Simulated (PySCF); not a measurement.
# CH5AsSi (SMILES C1[SiH2][AsH]1) at BLYP/def2-SVP

Aim: the energy change on altering one bond length of CH5AsSi at BLYP/def2-SVP, from 2 runs. The job is set up through a Python script.

The results are computed with PySCF 2.14.0.

1 further run of the same task is left out (set aside as unsound or not needed).

## (1) Starting point

CH5AsSi: 8 atoms, total charge 0, spin state singlet. As SMILES, `C1[SiH2][AsH]1`. Geometry: relaxed at PBE0-D4/def2-TZVP.

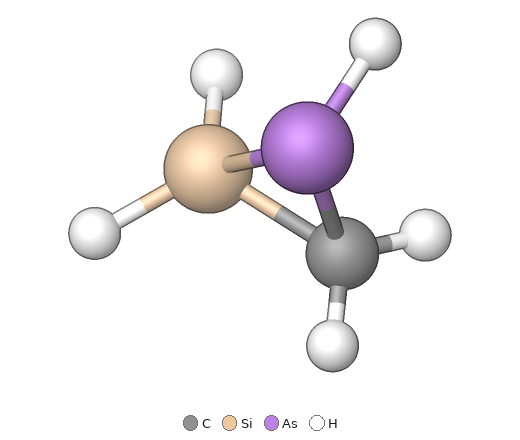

Viewed from a chosen angle; carbon grey, silicon light orange, arsenic purple, hydrogen white.

## (2) A single-point energy at BLYP/def2-SVP

File run.py:

```python
from pyscf import gto, dft

mol = gto.M(
    atom='''
C     -0.770300     0.017900    -0.576000
Si     0.707800     0.663100     0.315700
As    -0.538100    -1.122700     1.107200
H     -0.667200    -0.524000    -1.509300
H     -1.690700     0.591800    -0.522300
H      0.581300     1.973900     0.990500
H      2.040800     0.422300    -0.277100
H      0.428400    -2.079400     0.415600
''',
    basis='def2-svp',
    max_memory=1860,
    spin=0,
    verbose=3,
)

ks = dft.RKS(mol, xc='blyp')
ks.conv_tol = 1e-10
ks.grids.level = 5
ks.kernel()
if not ks.converged:
    ks = ks.newton().run(ks.mo_coeff, ks.mo_occ)

e_final = ks.e_tot
print('E = %.10f Eh' % e_final)
```

Started as:

```sh
$ OMP_NUM_THREADS=1 python run.py
```

The log of the run:

```text
converged SCF energy = -2566.06467726788
E = -2566.0646772679 Eh
```

Run time: 30 s. Hardware: 1 thread of Intel Xeon at 2.70GHz, shared host; peak memory 0.46 GiB.

## (3) The distorted shape at the same level

File calc.py:

```python
from pyscf import gto, dft

mol = gto.M(
    atom='''
C     -1.836703     0.210541    -0.101759
Si    -0.358603     0.855741     0.789941
As    -1.604503    -0.930059     1.581441
H     -1.733603    -0.331359    -1.035059
H     -2.757103     0.784441    -0.048059
H     -0.485103     2.166541     1.464741
H      2.040800     0.422300    -0.277100
H     -0.638003    -1.886759     0.889841
''',
    verbose=3,
    max_memory=1860,
    spin=0,
    basis='def2-svp',
)

mf = dft.RKS(mol)
mf.xc = 'blyp'
mf.grids.level = 5
mf.conv_tol = 1e-10
mf.kernel()
if not mf.converged:
    mf = mf.newton().run(mf.mo_coeff, mf.mo_occ)

e_final = mf.e_tot
print('E = %.10f Eh' % e_final)
```

Started as:

```sh
$ OMP_NUM_THREADS=1 python calc.py
```

The log of the run:

```text
converged SCF energy = -2565.95777438843
E = -2565.9577743884 Eh
```

Run time: 22 s. Hardware: 1 thread of Intel Xeon at 2.70GHz, shared host; peak memory 0.46 GiB.

## (4) Results

At BLYP/def2-SVP:

```
                                                          quantity           value
                                         first shape: total energy  -2566.06468 Eh
                                        first shape: dipole moment          0.79 D
                                          first shape: HOMO energy        -5.66 eV
                                          first shape: LUMO energy        -0.73 eV
                                        first shape: HOMO–LUMO gap         4.93 eV
                                     distorted shape: total energy  -2565.95777 Eh
                                    distorted shape: dipole moment          1.68 D
                                      distorted shape: HOMO energy        -5.86 eV
                                      distorted shape: LUMO energy        -3.53 eV
                                    distorted shape: HOMO–LUMO gap         2.33 eV
energy change with the Si2–H7 bond stretched from 1.479 to 2.662 Å        2.909 eV
```

What this shows: One bond (distorted shape) is far stretched, which a spin-restricted single reference describes badly; a broken-symmetry solution may lie lower. With the Si2–H7 bond stretched from 1.479 to 2.662 Å the energy rises by 2.91 eV (67 kcal/mol). The first shape isn't relaxed at this level, so the change isn't measured from a minimum. A restricted reference can't describe the breaking bond well at this length. Mulliken charges (distorted shape) run from -0.21 on C1 to +0.23 on Si2.
